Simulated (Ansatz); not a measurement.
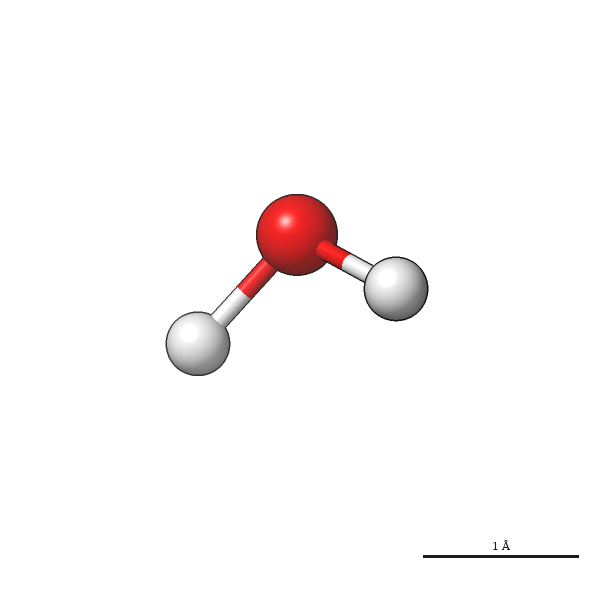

Ball-and-stick drawing of a structure. Colours: hydrogen white, oxygen red.

Computed geometry: PBE0-D4/def2-TZVP optimisation.

**Count the atoms of each element.**

H₂O, 3 atoms: 2 hydrogen and 1 oxygen.

**Give the symmetry (Schoenflies symbol).**

C2v.

More results for the same structure follow; atom numbers are the same in all pictures, views and colours differ.

## Vibrations

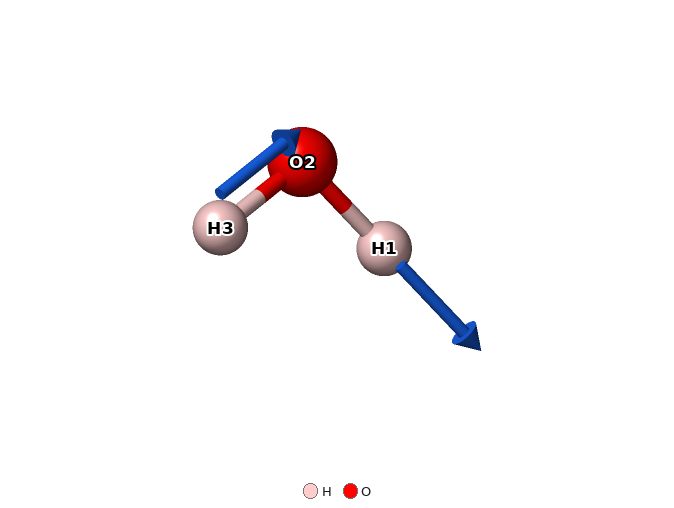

The arrows show one normal mode. Harmonic vibrations computed with RKS PBE0-D4/def2-TZVP (Ansatz 0.2.0) at a stationary point of the same level.

**Describe the motion.**

Mostly out-of-phase stretching of 2 O–H bonds.

**Estimate its harmonic wavenumber.**

3960 cm⁻¹; it is mode 3 of 3 counted from the lowest.

## Dipole moment

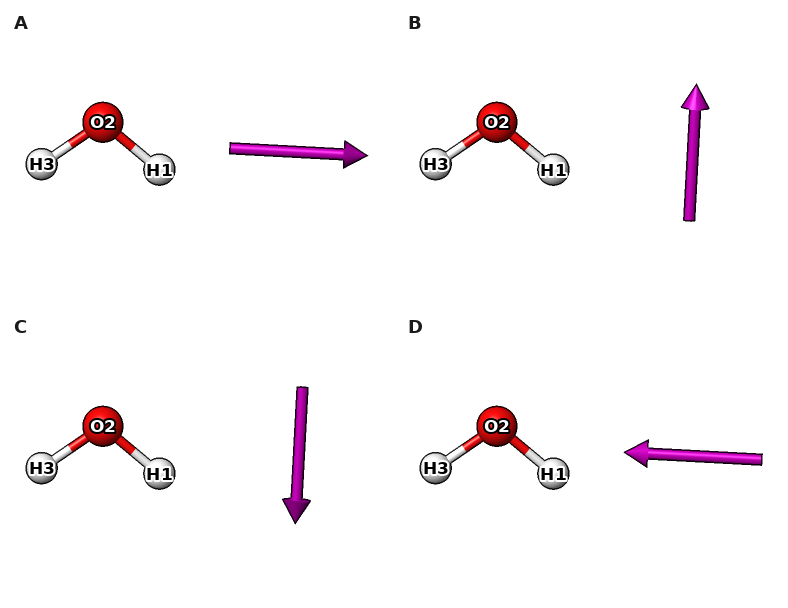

The same molecule four times, each with an arrow. Properties computed with RKS PBE0-D4/def2-TZVP (Ansatz 0.2.0).

**Which arrow points along the dipole moment, from the negative to the positive end?**

C. The dipole moment is 2.07 D; it points from the side of O2 to the side of H1, H3 (the outermost atoms at the two ends).

## Electronic properties

Properties computed with RKS PBE0-D4/def2-TZVPP (Ansatz 0.2.0).

Predict the main results.

- HOMO energy (Kohn–Sham orbital): −8.90 eV
- LUMO energy (Kohn–Sham orbital): 0.85 eV
- HOMO–LUMO gap: 9.75 eV
